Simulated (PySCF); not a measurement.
## NMR shielding calculation of C$_{7}$H$_{9}$NO$_{2}$

System: C$_{7}$H$_{9}$NO$_{2}$, SMILES CO[C@H]1CCC(C#N)=CO1.
Method: GIAO PBE0/pcSseg-1 NMR shielding, non-relativistic, gas phase (PySCF 2.14.0).

The geometry comes from this level: GFN2-xTB. Figures and captions count atoms from 1; the log counts them from 0 in places.

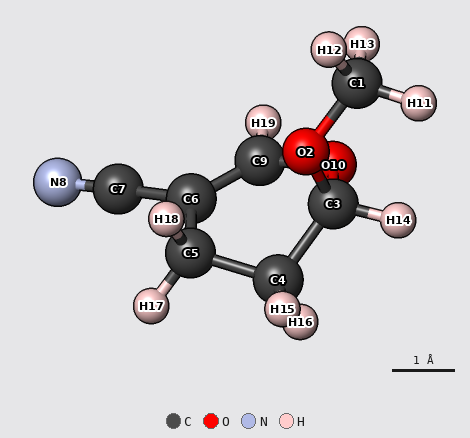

Figure 1. The structure as given in the input (ball-and-stick view, seen at a tilt; atoms are numbered from 1 in the order of the input).

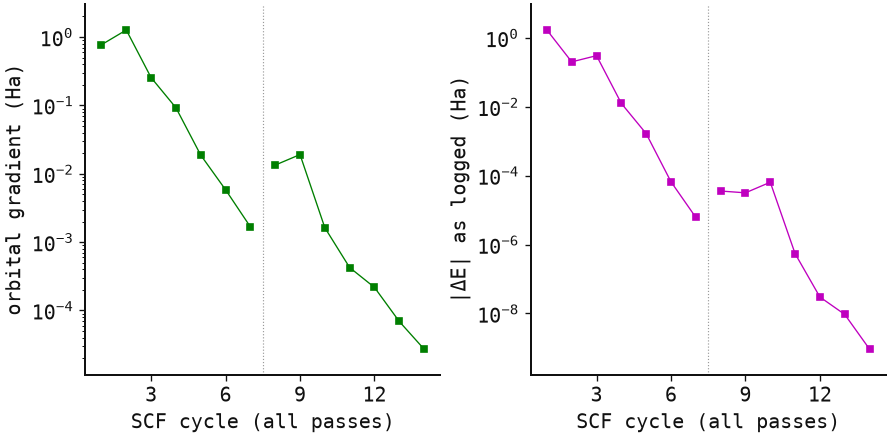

Figure 2. Convergence of the self-consistent field: orbital gradient and size of the energy change against the SCF cycle. The dotted line marks the change from a coarse to the final integration grid. The first 7 cycles use a coarse grid, the final grid takes over at cycle 8, and the field converges after 14 cycles in all.

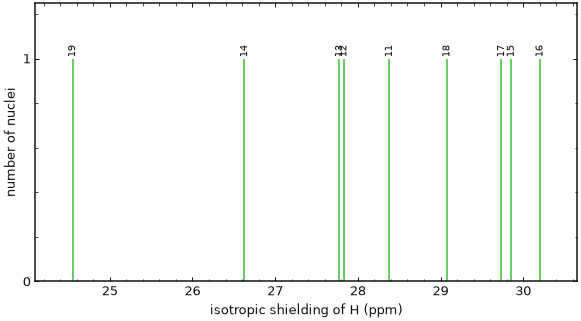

Figure 3. Isotropic shieldings of the hydrogen nuclei in this fixed geometry, labelled by atom number; shielding grows to the right, so chemical shift grows to the left. The least shielded is H19 (24.5 ppm), the most shielded H16 (30.2 ppm).

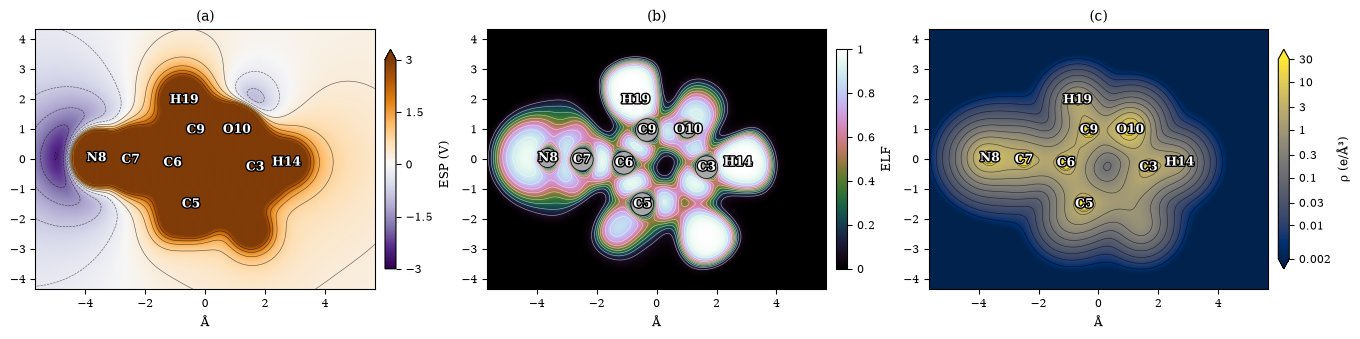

Figure 4. (a) electrostatic potential; (b) ELF; (c) total electron density on the plane of atoms C6, C9 and O10. Grey discs, where drawn, cover atomic cores. Atoms in the plane: C, N, O and H. C–N (1.15 Å): ρ at the midpoint is about 3.5 e/Å³; the ELF peaks at about 0.85 between the atoms; a multiple bond by its length, whose ELF region spreads away from the axis. C–H (1.08 Å): ρ is about 2.1 e/Å³ halfway; the ELF climbs to about 1 towards the hydrogen, as it does in any bond to H; a covalent bond by its length. C–O (1.42 Å): ρ at the midpoint is about 2 e/Å³, with its minimum of 1.8 e/Å³ about 0.5 Å from C; the ELF peaks at about 0.90 between the atoms (a polar covalent bond).

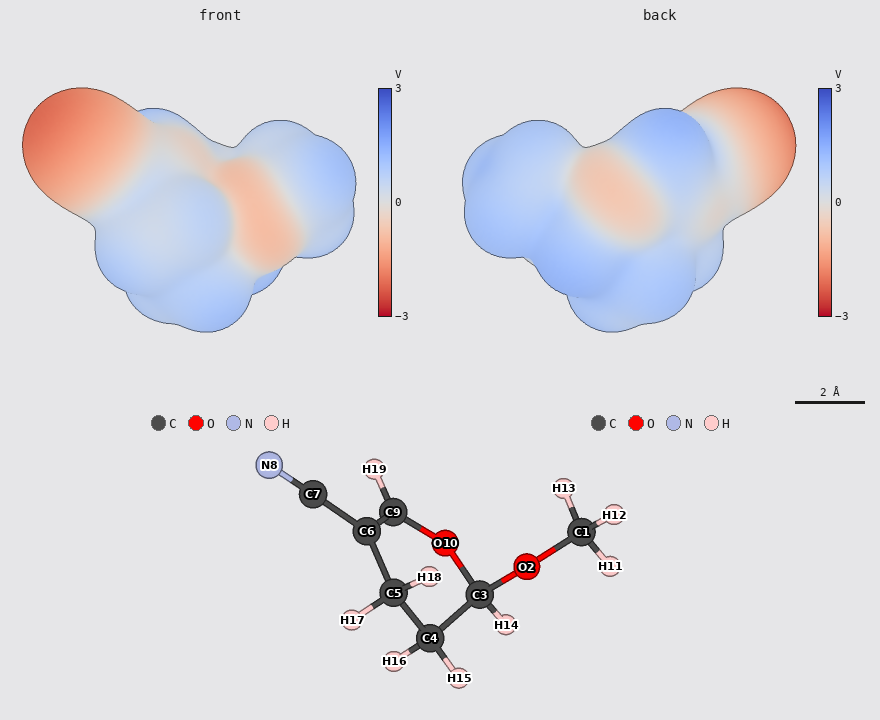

Figure 5. The molecular electrostatic potential painted on the density surface at 0.002 e/bohr³, seen at a tilt and from behind; red is negative and blue positive. The bare structure is drawn below in the same view.

The input that produced these results follows, with the program's output.

The input:
```
{"job": {"kind": "nmr", "xc": "PBE0", "basis": "pcSseg-1"}, "charge": 0, "multiplicity": 1}
C     -2.505752     1.028447    -0.339663
O     -1.326986     0.375245    -0.762336
C     -0.918926    -0.674105     0.057718
C      0.238805    -1.390290    -0.638349
C      1.386684    -0.401018    -0.817196
C      1.638938     0.279884     0.502254
C      2.892896     0.876492     0.720839
N      3.925722     1.354678     0.868970
C      0.694837     0.313744     1.452299
O     -0.544452    -0.209871     1.345362
H     -3.344693     0.324619    -0.294664
H     -2.706063     1.796026    -1.083568
H     -2.373931     1.491371     0.642583
H     -1.760058    -1.361374     0.257265
H     -0.107550    -1.763157    -1.600546
H      0.549404    -2.231171    -0.015836
H      2.289251    -0.911427    -1.157497
H      1.111303     0.345454    -1.567180
H      0.850766     0.765704     2.422083
```

The first line tells a small driver script what to run in PySCF; the rest is the geometry in Å.

Launch command:
```bash
OMP_NUM_THREADS=1 python <driver script> task.json out
```

The program's output:
```
coarse grid: 16416 points
cycle   1  E = -476.5243676610  dE =  1.701e+00  |g| = 7.717e-01  |ddm| = 4.081e+00
cycle   2  E = -476.3222983657  dE =  2.021e-01  |g| = 1.268e+00  |ddm| = 1.737e+00
cycle   3  E = -476.6283520637  dE = -3.061e-01  |g| = 2.551e-01  |ddm| = 1.228e+00
cycle   4  E = -476.6409172188  dE = -1.257e-02  |g| = 9.247e-02  |ddm| = 2.442e-01
cycle   5  E = -476.6425872404  dE = -1.670e-03  |g| = 1.874e-02  |ddm| = 8.391e-02
cycle   6  E = -476.6426538651  dE = -6.662e-05  |g| = 5.838e-03  |ddm| = 1.857e-02
cycle   7  E = -476.6426600433  dE = -6.178e-06  |g| = 1.673e-03  |ddm| = 5.277e-03
final grid: 160216 points
cycle   8  E = -476.7232291918  dE = -3.593e-05  |g| = 1.339e-02  |ddm| = 3.561e-02
cycle   9  E = -476.7231973137  dE =  3.188e-05  |g| = 1.909e-02  |ddm| = 2.098e-02
cycle  10  E = -476.7232620434  dE = -6.473e-05  |g| = 1.625e-03  |ddm| = 1.310e-02
cycle  11  E = -476.7232625904  dE = -5.470e-07  |g| = 4.245e-04  |ddm| = 1.689e-03
cycle  12  E = -476.7232626205  dE = -3.008e-08  |g| = 2.175e-04  |ddm| = 5.136e-04
cycle  13  E = -476.7232626299  dE = -9.399e-09  |g| = 6.904e-05  |ddm| = 2.130e-04
cycle  14  E = -476.7232626308  dE = -9.231e-10  |g| = 2.719e-05  |ddm| = 8.459e-05
converged SCF energy = -476.7232626308

GIAO shielding tensors (ppm)
atom      isotropic    diamagn.    paramagn.     s11        s22        s33       span
  0 C      129.076     243.492    -114.416     94.469    109.081    183.676     89.207
  1 O      257.584     400.277    -142.693    186.390    265.018    321.345    134.955
  2 C       86.177     245.646    -159.469     63.152     83.517    111.863     48.711
  3 C      158.019     248.485     -90.466    145.885    155.835    172.337     26.453
  4 C      165.474     244.187     -78.712    151.572    169.946    174.904     23.332
  5 C       92.658     261.961    -169.303      1.557    114.170    162.248    160.691
  6 C       64.066     256.560    -192.494    -54.059    -47.008    293.265    347.324
  7 N      -46.943     341.107    -388.050   -208.173   -165.057    232.403    440.576
  8 C       24.498     245.081    -220.583    -89.047     49.916    112.625    201.672
  9 O      162.122     398.578    -236.455     70.850     91.603    323.914    253.063
 10 H       28.381      28.002       0.378     24.396     25.770     34.976     10.579
 11 H       27.830      28.350      -0.520     23.655     25.502     34.334     10.680
 12 H       27.777      29.456      -1.679     22.924     26.454     33.953     11.029
 13 H       26.629      31.139      -4.511     24.173     25.059     30.654      6.482
 14 H       29.855      30.199      -0.344     25.998     27.598     35.969      9.971
 15 H       30.202      30.311      -0.108     26.067     27.850     36.689     10.622
 16 H       29.737      28.916       0.821     24.805     28.390     36.016     11.211
 17 H       29.076      29.822      -0.746     25.038     27.619     34.572      9.534
 18 H       24.549      29.148      -4.599     21.538     24.784     27.325      5.787
```

Key numbers:

- outcome: converged
- total energy: −476.723263 hartree
- HOMO: −7.12 eV
- LUMO: −0.73 eV
- dipole moment: 5.51 D
- isotropic shielding, C: 24.5 to 165.5 ppm
- isotropic shielding, O: 162.1 to 257.6 ppm
- isotropic shielding, N: −46.9 ppm
- isotropic shielding, H: 24.5 to 30.2 ppm
- hardware: 1 CPU thread, shared host
- wall time: 87 s
- peak memory: 0.95 GiB
